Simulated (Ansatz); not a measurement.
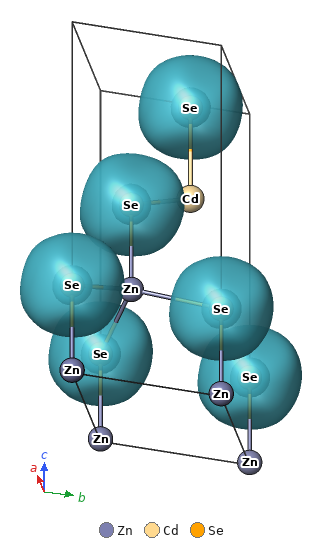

*Zn2CdSe3. Isosurface of the ELF at 0.6 (cyan), seen at an oblique angle. Only the valence region is drawn (cores and ρ < 0.01 e/Å³ removed). Sticks mark near contacts.*

Space group P3m1; a structure generated by program, which may or may not match a known phase.

Theory: Ansatz, DFT r2SCAN, scalar-relativistic, plane waves, PAW.

**Describe the localisation domains.**

The ELF exceeds this value in three regions wrapped around Se (the valence shell of each), counted in one cell of 6 atoms. Any copies at cell faces, edges or corners count once. Profiles from the grid: Zn–Se (2.47 Å): the ELF is about 0.60 at the midpoint. Cd–Se (2.63 Å): the ELF is about 0.40 at the midpoint.
